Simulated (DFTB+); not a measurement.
## Energy and gradient calculation, with input and output: CH3F3STi

CH3F3STi (Ti(SMe)F3), computed with GFN2-xTB, R-SCC, dispersion built in (DFTB+ 25.1).

The geometry comes from this level: GFN2-xTB.

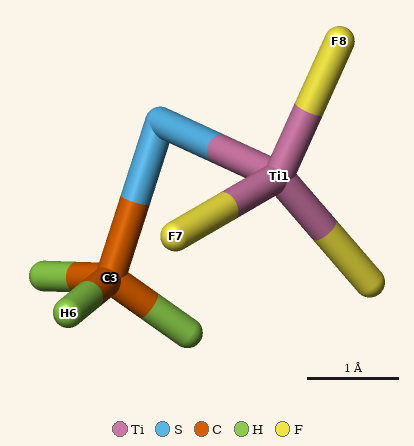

Fig. 1: The structure (stick view, seen at a tilt; atoms are numbered from 1 in the order of the input). Sticks mark near contacts. Bond lengths as drawn: C–H 1.09 Å, C–S 1.84 Å, F–Ti 1.69 to 1.70 Å and S–Ti 2.27 Å.

## The input (dftb_in.hsd)
```
# GFN2-XTB energy and gradient
Geometry = xyzFormat {
  <<< "mol.xyz"
}

Hamiltonian = xTB {
  Method = "GFN2-xTB"
  Filling = Gaussian {
    Temperature [K] = 6000
  }
}

Analysis = {
  PrintForces = Yes
}

Options = {
  WriteResultsTag = Yes
}

ParserOptions = {
  ParserVersion = 14
}
```

## File mol.xyz
```
9

Ti    -0.348200     0.780540    -1.260540
S     -0.519130     0.876760     1.002800
C      0.331000    -0.744880     1.214500
H     -0.284560    -1.530960     0.772290
H      0.435900    -0.915380     2.283010
H      1.317890    -0.697840     0.748120
F      1.340770     0.724920    -1.480770
F     -1.155770     2.206480    -1.671070
F     -1.117890    -0.699640    -1.608330
```

Run on 1 thread of AMD EPYC (Zen 5), 32 GiB of memory available, shared host.

Run as:
```bash
dftb+ > run.log
```

## The program's output
```
|  DFTB+ development version (commit: a23bfb2)

Reading input file 'dftb_in.hsd'
Parser version: 14

--------------------------------------------------------------------------------

Processed input in HSD format written to 'dftb_pin.hsd'

Starting initialization...
--------------------------------------------------------------------------------
OpenMP threads:              1
Chosen random seed:          18458124
Current stacksize:           unlimited
Mode:                        Static calculation
Self consistent charges:     Yes
SCC-tolerance:                 0.100000E-04
Max. scc iterations:                    100
Shell resolved Hubbard:      Yes
Spin polarisation:           No
Nr. of up electrons:            19.000000
Nr. of down electrons:          19.000000
Periodic boundaries:         No
Electronic solver:           Relatively robust
Mixer:                       Broyden mixer
Mixing parameter:                  0.200000
Nr. of chrg. vec. in memory:            100
Max. SCC-cycles:                        100
tblite library version:      0.3.0
-> parametrization:          GFN2-xTB
-> repulsion:                Yes
-> dispersion:               Yes
-> halogen bonding:          No
-> electrostatics:           Yes
   -> isotropic:             Yes
   -> anisotropic:           Yes
   -> third-order:           Yes
Electronic temperature:              0.190009E-01 H      0.517041E+00 eV
Initial charges:             Set automatically (system chrg:   0.000E+00)
Included shells:            Ti:  d, s, p
                             S:  s, p, d
                             C:  s, p
                             H:  s
                             F:  s, p
Extra options:
                             Mulliken analysis
                             Force calculation
Force type                   original

--------------------------------------------------------------------------------

***  Geometry step: 0

 iSCC Total electronic   Diff electronic      SCC error
    1   -0.22941428E+02    0.00000000E+00    0.17523056E+01
    2   -0.23053915E+02   -0.22941428E+02    0.11959311E+01
    3   -0.23080568E+02   -0.11248669E+00    0.12098080E+01
    4   -0.23074961E+02   -0.26653297E-01    0.95732225E+00
    5   -0.23125469E+02    0.56070637E-02    0.45239550E+00
    6   -0.23121253E+02   -0.50507167E-01    0.29664991E+00
    7   -0.23126357E+02    0.42156222E-02    0.42993472E-01
    8   -0.23127061E+02   -0.51042833E-02    0.55594089E-01
    9   -0.23127482E+02   -0.70341225E-03    0.11657563E-01
   10   -0.23127558E+02   -0.42106547E-03    0.11824677E-01
   11   -0.23127556E+02   -0.76252984E-04    0.65353260E-02
   12   -0.23127549E+02    0.15913931E-05    0.67096057E-03
   13   -0.23127549E+02    0.72619626E-05    0.31469710E-03
   14   -0.23127546E+02    0.51060149E-06    0.29957615E-03
   15   -0.23127547E+02    0.24157587E-05    0.43711143E-04
   16   -0.23127548E+02   -0.13150604E-05    0.27782190E-04
   17   -0.23127548E+02   -0.31409060E-06    0.55848936E-05

Total Energy:                      -23.0271339638 H         -626.6002 eV
Extrapolated to 0K:                -23.0273429848 H         -626.6059 eV
Total Mermin free energy:          -23.0275520059 H         -626.6116 eV
Force related energy:              -23.0275520059 H         -626.6116 eV

--------------------------------------------------------------------------------
--------------------------------------------------------------------------------
SCC                                    +       0.01 ( 78.0%)       0.02 ( 95.5%)
--------------------------------------------------------------------------------
Missing                                +       0.00 ( 22.0%)       0.00 (  4.5%)
Total                                  =       0.01 (100.0%)       0.02 (100.0%)
--------------------------------------------------------------------------------
```

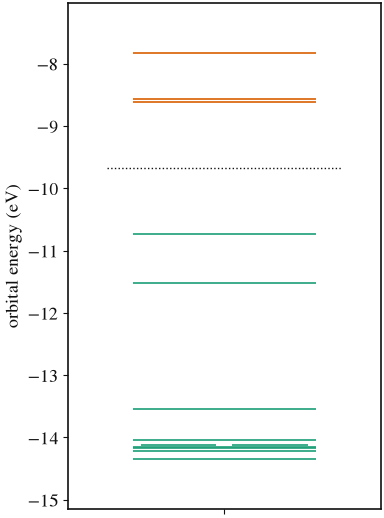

Fig. 2: Orbital energies near the frontier; the dotted line parts filled from empty levels, and levels within 0.02 eV of each other stand side by side. Highest filled −10.74 eV, lowest empty −8.62 eV, 2.12 eV apart.

## Results in brief

```json
{"quantity": "outcome", "value": "converged"}
{"quantity": "Mermin free energy", "value": "−23.027552 hartree"}
{"quantity": "basis functions", "value": "37"}
{"quantity": "largest force", "value": "0.020 eV/Å"}
{"quantity": "HOMO", "value": "−10.74 eV"}
{"quantity": "LUMO", "value": "−8.62 eV"}
{"quantity": "dipole moment", "value": "2.33 D"}
{"quantity": "peak memory", "value": "0.075 GiB"}
```

## Notes

Settings chosen away from the usual ones: electronic_temperature. These settings are looser than, or depart from, a standard set-up, so the numbers are not reference values for this system.
